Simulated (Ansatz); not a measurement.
The reference is TiO2 in the anatase structure (space group I4_1/amd, No. 141; a = 3.7779 Å, c = 9.5838 Å). Axes: x, y, z lie along a, b, c of the conventional cell.

Modification: uniaxial stress, 1 GPa compression along x; all other stress components relax to zero.

The values are results of DFT with r2SCAN, PAW potentials and a 500 eV plane-wave cutoff in Ansatz (a quantum-chemistry and plane-wave program), scalar-relativistic without spin-orbit coupling, not measurements.

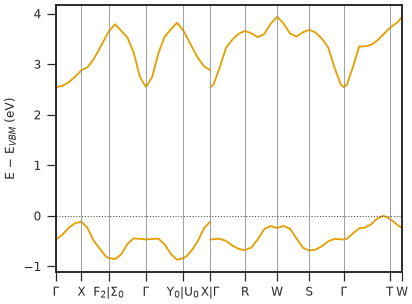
*Highest valence and lowest conduction band along the path of the changed cell's own zone*

Question: Read the changed gap and its character from the plot.

Answer: About 2.5 eV, indirect, Γ–T (87 % along) → Γ.

Load acts through the strain it causes; cell and atoms are relaxed under it. Stability under load was not tested beyond the relaxation. The final runs are not spin-polarised. k-point labels follow each cell's own Brillouin zone.
